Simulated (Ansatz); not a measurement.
## WS2 (Tungstenite): band gap by G0W0 on HSE06

How far does one-shot GW move the HSE06 gap of WS2 (Tungstenite)?

Main program and level: Ansatz 0.2.0; HSE06, then G0W0 on it, plane waves, PAW.

The database entry behind the starting cell differs from later determinations by our own check (an axis about 1.4 % long against later determinations), so it need not match the best structure at ambient conditions.

## 1. The structure

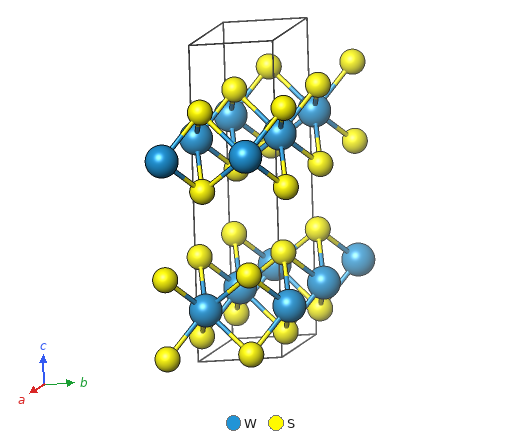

Start, viewed slightly off an axis; tungsten blue, sulfur yellow. 3×2×1 cells are drawn.

As a file:

```cif
data_structure
_symmetry_space_group_name_H-M 'P6_3/mmc'
_symmetry_Int_Tables_number 194
_cell_length_a 3.1800
_cell_length_b 3.1800
_cell_length_c 12.5000
_cell_angle_alpha 90.000
_cell_angle_beta 90.000
_cell_angle_gamma 120.000
_cell_volume 109.47
loop_
_atom_site_label
_atom_site_type_symbol
_atom_site_symmetry_multiplicity
_atom_site_Wyckoff_symbol
_atom_site_fract_x
_atom_site_fract_y
_atom_site_fract_z
_atom_site_occupancy
W1 W 2 c 0.33333 0.66667 0.25000 1
S1 S 4 f 0.33333 0.66667 0.62500 1
```

The cell and positions come from the Crystallography Open Database and are kept as given unless a step says otherwise. Spin-orbit coupling is left out unless a step names it. The default PAW set here is soft_2. Its files were made with PBE.

## 2. The starting point: HSE06

HSE06 mixes in a quarter of exact exchange at short range.

This step: DFT, HSE06, plane waves, PAW.

Input file input.yaml:

```yaml
crystal:
  lattice:
    - [3.18, 0.0, 0.0]
    - [-1.59, 2.753960784, 0.0]
    - [0.0, 0.0, 12.5]
  atoms:
    - { symbol: W, position: [0.3333333333, 0.6666666667, 0.25] }
    - { symbol: W, position: [0.6666666667, 0.3333333333, 0.75] }
    - { symbol: S, position: [0.3333333333, 0.6666666667, 0.625] }
    - { symbol: S, position: [0.6666666667, 0.3333333333, 0.125] }
    - { symbol: S, position: [0.3333333333, 0.6666666667, 0.875] }
    - { symbol: S, position: [0.6666666667, 0.3333333333, 0.375] }
kpoints:
  mp_grid: { grid: [6, 6, 2] }
  band_path:
    path:
      - [0.0, 0.0, 0.0]
      - [0.5, 0.0, 0.0]
      - [0.33333333, 0.33333333, 0.0]
      - [0.0, 0.0, 0.5]
      - [0.5, 0.0, 0.5]
      - [0.33333333, 0.33333333, 0.5]
      - [0.1666666667, 0.1666666667, 0.0]
    npoints: 1
hamiltonian:
  xc: hse06
scf:
  occupations: { method: fixed }
  n_extra_bands: 6
output:
  eigenvalues: true
```

Started as:

```sh
$ ansatz run input.yaml --threads 3 --pin off --max-ram 64512MiB --backend cuda --events-out ev --progress --plain --runs-dir out --devices 1 --max-vram 24GiB  # rebuilt from the run's record
```

Numbers of over 12 decimals in the logs are rounded to 6 here.

The log of the run:

```text
scf.n_extra_bands = 6 over 26 filled bands (N_el = 52.0): the run solves 32 bands
GPUs: using 1 of 1 available (devices: 1).
Engine: ansatz 0.2.0, x86_64-unknown-linux-gnu
Pseudopotentials: kind: paw
Pseudopotential: W, paw, valence charge 14, recommended cutoff 420 eV (normal), W.paw.azcp
Pseudopotential: S, paw, valence charge 6, recommended cutoff 420 eV (normal), S.paw.azcp
Functional definition: HSE06
  parameter a = 0.25
  parameter omega = 0.11/bohr
  exchange = pbe_x - a*pbe_x_sr(omega) + a*exact_x_sr(omega)
  correlation = pbe_c
davidson cushion auto → on  (no smearing: the cushion is to keep the highest requested band from converging to the state above it; pin scf.eigensolver.cushion to override)
device memory: the entry about to start is reckoned to put 1.1 GiB on a device that reports 65.2 GiB free (of which the cap on the GPU budget leaves the run 24.0 GiB)
GPU FFT provider: cuFFT
GPU libraries: cuBLAS 13.8.2, cuFFT 12.4.0, cuSOLVER 12.3.4
Crystal: 6 atoms, lattice volume = 109.470 Å³
Basis set: ecut = 420 eV, 2129 PW (Γ)
Bands: 32, of which v1, the nominal top of the filled ones, is band 26 counted from 1 (25 counted from 0)
Symmetry: 24 space group operations
Space group: P63/mmc (ITA 194), of the structure as read, at distance tolerance 4.8e-5 Å
k-points: 14 of 72
Non-local potential: W, projectors of the file, l = 0: 3, l = 1: 2, l = 2: 2, l = 3: 1
Non-local potential: S, projectors of the file, l = 0: 2, l = 1: 2, l = 2: 2
PAW form: soft (Blöchl's): semilocal exchange-correlation on the pseudo side does not see the compensation charge
PAW frozen core: W, regenerated for the run's functional, and the local potential with it (the file was generated under x = pbe(κ = 0.804, μ = 0.219515), c = pbe(β = 0.066725))
PAW frozen core: S, regenerated for the run's functional, and the local potential with it (the file was generated under x = pbe(κ = 0.804, μ = 0.219515), c = pbe(β = 0.066725))
PAW one-centre angular grid: W, 590 points (default); XC on 64 Gauss nodes
PAW one-centre angular grid: S, 110 points (default); XC on 64 Gauss nodes
Initial density: superposition of atomic densities (neutral atoms: chi_scale 0, normalization atom), corrected by the library's trained network
Initial wavefunctions: pseudopotential atomic-orbital guess
GPU buffer pool allocated for 51840 grid points (all kernels)
GPU transforms: local potential and band sums: pruned to the plane-wave sphere, on 24×24×90
Functional: x = pbe(κ = 0.804, μ = 0.219515), c = pbe(β = 0.066725), warm-up for x = pbe(κ = 0.804, μ = 0.219515) + 0.25 (exact − pbe) at short range (hse, ω = 0.207870 Å⁻¹), c = pbe(β = 0.066725); HSE06 as pw.x's `hse` composes it (authors' and Libxc's form: `xc: wpbeh`)
SCF iter   1: F=—  HF=-24382.780381 eV  |F-HF|=—  |Δ(HF+E_count)|=         —  Δρ=5.68e-3  dr2=1.67e-2  ethr=1.77e-3  ⟨swp⟩=6.4  Hψ=1970  notcnv=0
preconditioner: auto → none  [insulator: Δε(μ)=1.029 eV  Ē_g=8.430 eV  n_scr=26 (ndim 8)  ℏωp=21.3 eV  f_vac=0.025]
SCF iter   2: F=—  HF=-24382.788610 eV  |F-HF|=—  |Δ(HF+E_count)|=   8.23e-3  Δρ=3.40e-3  dr2=2.14e-2  ethr=3.22e-5  ⟨swp⟩=4.1  Hψ=1436  notcnv=0
SCF iter   3: F=—  HF=-24382.789277 eV  |F-HF|=—  |Δ(HF+E_count)|=   6.67e-4  Δρ=2.43e-3  dr2=1.29e-2  ethr=3.22e-5  ⟨swp⟩=3.9  Hψ=1213  notcnv=0
SCF iter   4: F=—  HF=-24382.789042 eV  |F-HF|=—  |Δ(HF+E_count)|=   2.35e-4  Δρ=1.11e-3  dr2=1.86e-3  ethr=2.47e-5  ⟨swp⟩=2.2  Hψ=999  notcnv=0
iter 5 solved again at ethr=5.32e-8 eV; its pass at ethr=3.58e-6 eV (dr2=2.76e-5 eV) is discarded
SCF iter   5: F=-24382.789371 eV  HF=-24382.789359 eV  |F-HF|=1.23e-5  |Δ(HF+E_count)|=   3.16e-4  Δρ=2.07e-4  dr2=2.69e-5  ethr=5.32e-8  ⟨swp⟩=3.4  Hψ=2248  notcnv=0  defer=1
SCF 1 stopped early in 5 iterations: F = -24382.789371 eV  dr2 = 2.69e-5
  greatest PAW one-centre occupation: 0.999 electrons in one spin orbital (limit 2), on the W atom at site 0 (counted from 0), in its partial waves of l = 0
device memory: the entry about to start is reckoned to put 1.5 GiB (of the 1.5 GiB reckoned in all, the device holds 0.1 GiB already) on a device that reports 65.1 GiB free (of which the cap on the GPU budget leaves the run 23.9 GiB)
GPU FFT provider: cuFFT
GPU libraries: cuBLAS 13.8.2, cuFFT 12.4.0, cuSOLVER 12.3.4
Initial density: handed on by an earlier stage of this run
Initial wavefunctions: those handed on with the density
GPU buffer pool allocated for 51840 grid points (all kernels)
GPU transforms: local potential and band sums: pruned to the plane-wave sphere, on 24×24×90
Functional: x = pbe(κ = 0.804, μ = 0.219515) + 0.25 (exact − pbe) at short range (hse, ω = 0.207870 Å⁻¹), c = pbe(β = 0.066725); HSE06 as pw.x's `hse` composes it (authors' and Libxc's form: `xc: wpbeh`)
Exchange kernel: α = 0.2500, screened, ω = 0.2079 Å⁻¹, Wigner–Seitz truncation, v(0) = 1044.4408 eV·Å³, q-mesh 6×6×2, nearest image of the exchange supercell L = 19.08 Å, pair-density grid 15×15×60, without the augmentation charges, whose exchange is taken in its separable form by FFT convolution over the k-point mesh (sized by the pseudopotential files, 20×20×90 at the most), smooth part of the exact exchange by density-matrix convolution in up to 3.03 GiB of GPU memory as planned if the GPU has room (build and FFT work areas not counted)
Frozen-core exchange: fock
SCF iter   1: F=—  HF=-24386.883472 eV  |F-HF|=—  |Δ(HF+E_count)|=         —  Δρ=6.85e-3  dr2=9.06e-2  ethr=5.18e-7  ⟨swp⟩=7.1  Hψ=2482  notcnv=0
preconditioner: auto → none  [insulator: Δε(μ)=1.532 eV  Ē_g=9.851 eV  n_scr=26 (ndim 8)  ℏωp=21.3 eV  f_vac=0.021]
SCF iter   2: F=—  HF=-24386.880666 eV  |F-HF|=—  |Δ(HF+E_count)|=   2.81e-3  Δρ=5.49e-3  dr2=1.23e-1  ethr=5.18e-7  ⟨swp⟩=6.0  Hψ=2198  notcnv=0
SCF iter   3: F=—  HF=-24386.859122 eV  |F-HF|=—  |Δ(HF+E_count)|=   2.15e-2  Δρ=1.88e-3  dr2=5.17e-3  ethr=5.18e-7  ⟨swp⟩=5.2  Hψ=1961  notcnv=0
SCF iter   4: F=—  HF=-24386.871308 eV  |F-HF|=—  |Δ(HF+E_count)|=   1.22e-2  Δρ=1.26e-3  dr2=1.80e-3  ethr=5.18e-7  ⟨swp⟩=4.1  Hψ=1675  notcnv=0
SCF iter   5: F=—  HF=-24386.870829 eV  |F-HF|=—  |Δ(HF+E_count)|=   4.79e-4  Δρ=4.12e-4  dr2=1.17e-4  ethr=5.18e-7  ⟨swp⟩=4.0  Hψ=1484  notcnv=0
SCF iter   6: F=—  HF=-24386.871207 eV  |F-HF|=—  |Δ(HF+E_count)|=   3.78e-4  Δρ=1.56e-4  dr2=3.22e-5  ethr=1.56e-7  ⟨swp⟩=3.5  Hψ=1352  notcnv=0
SCF iter   7: F=-24386.871198 eV  HF=-24386.871198 eV  |F-HF|=8.89e-8  |Δ(HF+E_count)|=   8.88e-6  Δρ=1.57e-5  dr2=1.55e-6  ethr=5.93e-8  ⟨swp⟩=3.0  Hψ=1139  notcnv=0
SCF 2 stopped early in 7 iterations: F = -24386.871198 eV  dr2 = 1.55e-6
  greatest PAW one-centre occupation: 0.999 electrons in one spin orbital (limit 2), on the W atom at site 1 (counted from 0), in its partial waves of l = 0
hybrid outer 1: dexx = +1.593e-2 eV, tail = 1.83e-5 eV
GPU FFT provider: cuFFT
GPU libraries: cuBLAS 13.8.2, cuFFT 12.4.0, cuSOLVER 12.3.4
GPU buffer pool allocated for 51840 grid points (all kernels)
GPU transforms: local potential and band sums: pruned to the plane-wave sphere, on 24×24×90
Exchange kernel: α = 0.2500, screened, ω = 0.2079 Å⁻¹, Wigner–Seitz truncation, v(0) = 1044.4408 eV·Å³, q-mesh 6×6×2, nearest image of the exchange supercell L = 19.08 Å, pair-density grid 15×15×60, without the augmentation charges, whose exchange is taken in its separable form by FFT convolution over the k-point mesh (sized by the pseudopotential files, 20×20×90 at the most), smooth part of the exact exchange by density-matrix convolution in up to 3.03 GiB of GPU memory as planned if the GPU has room (build and FFT work areas not counted)
Frozen-core exchange: fock
SCF iter   1: F=—  HF=-24386.871162 eV  |F-HF|=—  |Δ(HF+E_count)|=         —  Δρ=4.92e-5  dr2=1.27e-6  ethr=1.76e-7  ⟨swp⟩=3.1  Hψ=1188  notcnv=0
preconditioner: auto → none  [insulator: Δε(μ)=1.577 eV  Ē_g=9.793 eV  n_scr=26 (ndim 8)  ℏωp=21.3 eV  f_vac=0.022]
iter 2 solved again at ethr=1.88e-10 eV; its pass at ethr=2.26e-9 eV (dr2=9.80e-8 eV) is discarded
SCF iter   2: F=—  HF=-24386.871161 eV  |F-HF|=—  |Δ(HF+E_count)|=   4.90e-7  Δρ=1.67e-5  dr2=1.68e-7  ethr=1.88e-10  ⟨swp⟩=2.1  Hψ=2309  notcnv=0
SCF iter   3: F=-24386.871162 eV  HF=-24386.871162 eV  |F-HF|=1.46e-8  |Δ(HF+E_count)|=   7.92e-7  Δρ=5.59e-6  dr2=2.70e-8  ethr=1.88e-10  ⟨swp⟩=4.1  Hψ=1375  notcnv=0
SCF 3 converged in 3 iterations: F = -24386.871162 eV  dr2 = 2.70e-8
  greatest PAW one-centre occupation: 0.998 electrons in one spin orbital (limit 2), on the W atom at site 0 (counted from 0), in its partial waves of l = 0
hybrid outer 2: dexx = +1.174e-6 eV, tail = 6.43e-8 eV, Δε = 1.07e-3 eV (about 5.95e-5 eV left of the loop's levels)
device memory: the entry about to start is reckoned to put 0.7 GiB on a device that reports 65.1 GiB free (of which the cap on the GPU budget leaves the run 24.0 GiB)
NSCF: frozen V_eff on 7 k-points
hybrid SCF converged: 2 outer / 10 inner (+5 warm-up), last move |dexx| = 1.17e-6 eV, tail = 6.43e-8 eV
Stability not checked: this state was not tested for a lower state beside it, because the functional holds exact exchange (a hybrid, or Hartree-Fock), whose exchange loop this test does not read (fock_operator; see scf.lower_state_search)
Free energy (F): -24386.871162 eV
Frozen-core exchange: fock
Harris-Foulkes:  -24386.871162 eV  (|F-HF|=1.46e-8)
Internal energy: -24386.871162 eV  (E = F + TS)
E sigma→0 (E₀):  -24386.871162 eV
Fermi energy:    10.936866 eV
--- Per-component energies (eV) ---
  E_band       = -484.861725
  E_kinetic    = 1327.657748
  E_local      = -3624.175357  (includes V_loc(G=0)·N_el)
  E_nonlocal   = 115.828937
  E_hartree    = 1439.479122
  E_xc         = -737.698149
  E_vxc        = -661.601846  (∫ρ·V_xc dr)
  E_exx        = -126.564656  (= α·E_x^exact, valence–valence)
  E_paw        = -19587.416504  (= ΣΔE_a)
  E_vpaw       = -268.404504  (= ΣTr[D̂ρ^β])
  E_aug_tail   = -0.000117  (compensation charges beyond the density's cutoff)
  E_ewald      = -3187.763116
  E_core_change = -6.219070  (= ΣΔE_core)
  E_smearing   = -0.000000  (= −TS)
  E_closure    = -0.000000  (closes the sum)
  Σ components = -24386.871162   (vs F -24386.871162, Δ=0.00e0)
--- Band table (eV; the first three rows and the last of 14) ---
  k-point 0: bands = [... 22 lower, 8.4101, 9.0526, 9.7502, 10.9369, 13.8776, 13.8776, 13.8864, 13.8864, ... 2 higher]
  k-point 1: bands = [... 22 lower, 8.3856, 8.3856, 10.5873, 10.5873, 13.8710, 13.8710, 13.8710, 13.8710, ... 2 higher]
  k-point 2: bands = [... 22 lower, 8.2808, 9.1472, 9.6303, 10.0433, 13.1020, 13.5460, 13.7367, 13.7606, ... 2 higher]
  k-point 13: bands = [... 22 lower, 7.4380, 7.4380, 10.2498, 10.2498, 12.5649, 12.5649, 14.3289, 14.3289, ... 2 higher]
```

It took 17 s on 1 × NVIDIA H100 80GB HBM3 (shared by 3 runs) with 3 threads of AMD EPYC 7R13 (Zen 3), shared host; peak memory 1.3 GiB.

The column dr2 measures how far the density is from self-consistency, as an energy; F and HF (Harris–Foulkes) agree once it is small.

This step gave:

| Item | Value |
| --- | --- |
| gap | 1.578 eV |
| valence top at | Γ |
| conduction bottom at | k = (0.167, 0.167, 0.000) |
| least direct gap | 2.218 eV |
| exact-exchange fraction | 0.25 |

Over mesh and listed points the gap is 1.578 eV, from k = Γ to k = (0.167, 0.167, 0.000). The least direct gap found is 2.218 eV, at k = (0.333, 0.333, 0.000).

[end of part 1 of 2]

[Paths, hosts, dates, memory and timing lines, banners, echoed tables and standing remarks are left out of the program output.]

[Logs are printed without paths, hosts, clocks, repeated set-up lines and the standing remarks that a program may print on its own settings, such as how far it seeks lower states.]

[Runs of the session that timed out or met a known fault of the program may be left out.]

[Cells called generated may have been cut or substituted from an entry of the Crystallography Open Database or the Materials Project.]

[Hosts, paths, dates, database ids (printed as entryN), source tags and the programs' standing remarks are cut or masked in the printed files.]

[Where an RPA ε∞ is given, it is that of the G0W0 mesh and is not shown converged in it. Names of k-points follow the symmetry that the program found, which can be lower than the space group named. Band edges on a path are those of the sampled points; other points can move an edge, and change direct to indirect where valleys lie close.]

[Hybrid gaps are those of their k-mesh and are not shown converged in it.]
